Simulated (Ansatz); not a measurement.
**HgTe, response to strain**

Base system: HgTe in the zinc blende structure (space group F-43m, No. 216).

```
HgTe
1.0
    0.00000     3.28639     3.28639
    3.28639     0.00000     3.28639
    3.28639     3.28639     0.00000
Hg Te
1 1
Direct
  0.00000   0.00000   0.00000
  0.25000   0.25000   0.25000
```

Cartesian axes are those of the cell as printed.

Strains are applied to the cell and any free atomic positions relax; under biaxial strain the out-of-plane vector relaxes too.

Calculations: Ansatz (a first-principles code) r2SCAN, spin-orbit coupling left out.

Notes on the quantities. energy relative to the base: free energy F.

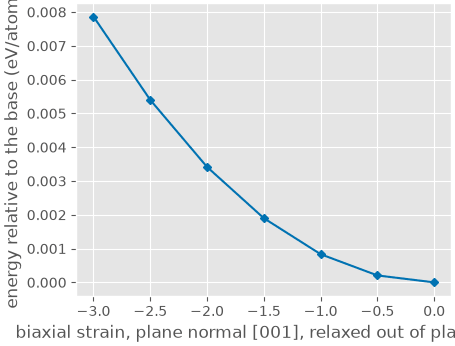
Figure: Energy relative to the base against biaxial strain, plane normal [001], relaxed out of plane

```tsv
biaxial strain, plane normal [001], relaxed out of plane (%)	energy relative to the base
-3	+7.9 meV/atom
-2.5	+5.4 meV/atom
-2	+3.4 meV/atom
-1.5	+1.9 meV/atom
-1	+0.8 meV/atom
-0.5	+0.2 meV/atom
```

Whether these cells are dynamically stable was not tested. The final runs are not spin-polarised.
